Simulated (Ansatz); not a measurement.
Si2AsH6OF: several calculations on one system

## 1. Relaxation

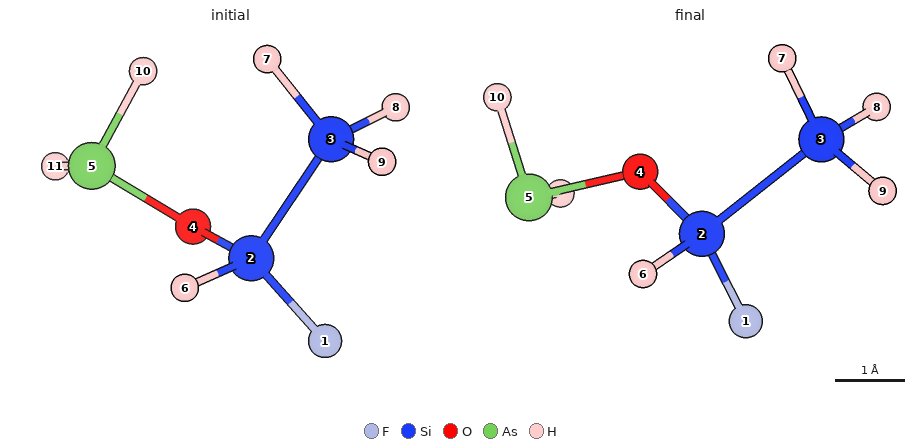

The structure of Si2AsH6OF before (left) and after (right) a relaxation, at one scale.

The picture is a ball-and-stick view, seen at a tilt.

The run prepares an end point of a later path (inversion) calculation, from a guessed geometry.

Method: Ansatz 0.2.0, RKS PBE0/def2-SVP. Set-up: no spin polarisation; force threshold 0.015 eV/Å; at most 40 steps.

Question: Describe what moved and what it gained.

Answer: H10 moves most after the best rigid fit: 1.65 Å. Largest moves by element: H 1.65 Å, O 1.02 Å, As 0.82 Å, F 0.69 Å, Si 0.50 Å. Near-neighbour distances that change, for instance: Si2–Si3 2.208 → 2.339 Å, Si2–O4 1.725 → 1.651 Å, Si3–H8 1.442 → 1.494 Å, As5–H10 1.579 → 1.529 Å. Among the angles between lasting bonds that change: Si2–O4–As5 108.8° → 128.8°, Si3–Si2–H6 109.8° → 115.3°, F1–Si2–H6 110.1° → 105.6°. Groups turn about Si2–O4 by about 85°, O4–As5 by about 50°. The energy falls by 0.591 eV in 18 accepted moves (20 points after the start). Largest force component: 1.7 eV/Å at the start, 0.0095 eV/Å at the end. The line search rejected the trial steps at points 8, 14 of the run. Cost: 92 s on 2 threads of Arm Neoverse V2, with other jobs on the host, peak memory 0.33 GiB.

## 2. Relaxation

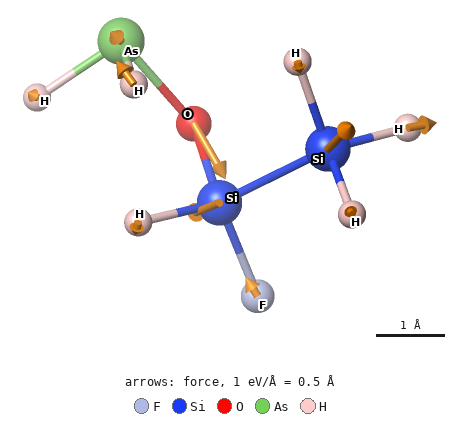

Starting geometry of Si$_{2}$AsH$_{6}$OF with the computed forces as orange arrows. The picture is a ball-and-stick view, seen at a tilt.

The run prepares an end point of a later path (inversion) calculation, from a guessed geometry.

Level of theory: RKS PBE0/def2-SVP in Ansatz. Settings: no spin polarisation; force threshold 0.015 eV/Å; at most 40 steps.

> What follows when this structure is relaxed?

It isn't relaxed: the largest force vector, on a Si atom, is 2.33 eV/Å. The final displacements have little in common with the starting forces (cosine between the two patterns 0.07). The energy falls by 0.658 eV in 32 accepted moves (38 points after the start). Largest force component: 1.7 eV/Å at the start, 0.011 eV/Å at the end. The line search rejected the trial steps at points 6, 13, 17, 23, 30, 32 of the run. The forces were under the threshold at step 29, but the run went on from there. An H atom moves most after the best rigid fit: 1.77 Å. By element the largest moves are H 1.77 Å, O 0.97 Å, As 0.81 Å, F 0.63 Å, Si 0.52 Å. Near-neighbour distances that change, for instance: Si–Si 2.208 → 2.339 Å, O–Si 1.725 → 1.653 Å, H–Si 1.442 → 1.494 Å, As–H 1.579 → 1.536 Å. Bond angles that change, for instance: Si–O–As 108.8° → 131.0°, O–As–H 90.6° → 97.0°, O–As–H 92.2° → 97.9°. Groups turn about O–Si by about 85°, As–O by about 60°. Cost: 2.7 min on 2 threads of Arm Neoverse V2 (shared host), peak memory 0.34 GiB.

## 3. Path

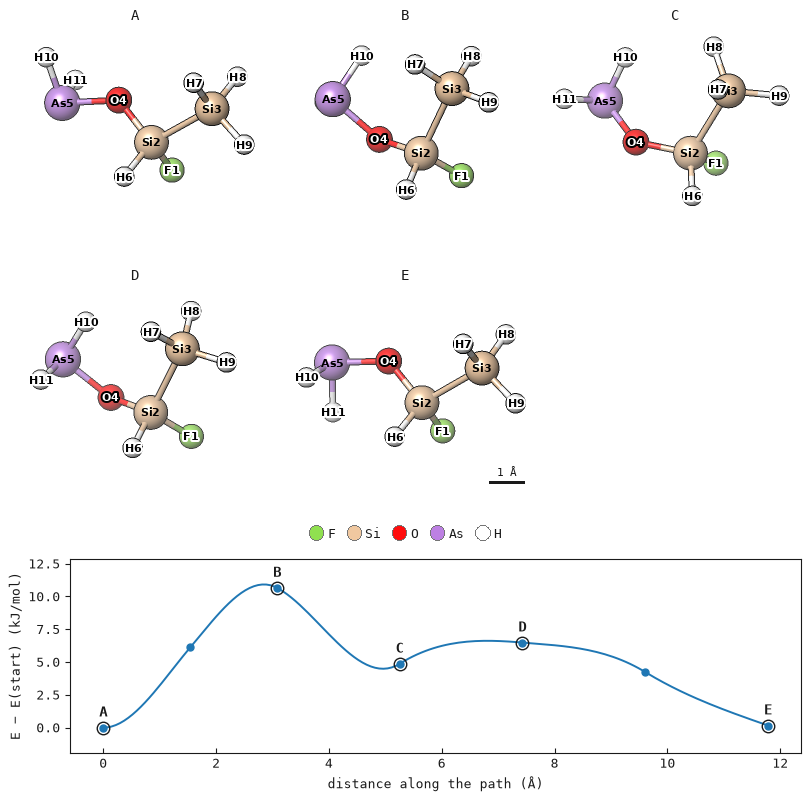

A nudged-elastic-band calculation for Si2AsH6OF. Images are numbered from 0 (start) to 6 (end). Frames A to E are images 0, 2, 3, 4, 6. Style: ball-and-stick. Shown at a tilt.

All numbers below come from RKS PBE0/def2-SVP (Ansatz 0.2.0). Set-up: 5 movable images; climbing image; force threshold 0.05 eV/Å; iteration limit 60; starting path through a guess of the saddle point.

Q: Describe the mechanism and the energy profile.

A: The two ends have nearly the same energy, and the highest point, image 2, lies 10.7 kJ/mol above the start. The profile has 2 maxima (images 2, 4) with a dip at image 3 (+4.9 kJ/mol), so the process runs in steps. The path has more than one stage, and so few images may leave a stage unresolved. No bond forms or breaks between the ends. Among the angles between lasting bonds that change up to the highest image: Si2–O4–As5 128.8° → 135.7°, Si3–Si2–O4 106.6° → 111.7°. The band converged in 31 iterations. The largest component of the band force went from 8.6 to 0.045 eV/Å. The climbing image converged on the top of the path. Its vibrational analysis gives one imaginary mode (60i cm⁻¹), as a transition state must have.

Cost: 9.5 min on 2 threads of Arm Neoverse V2, with other jobs on the host, peak memory 0.35 GiB.
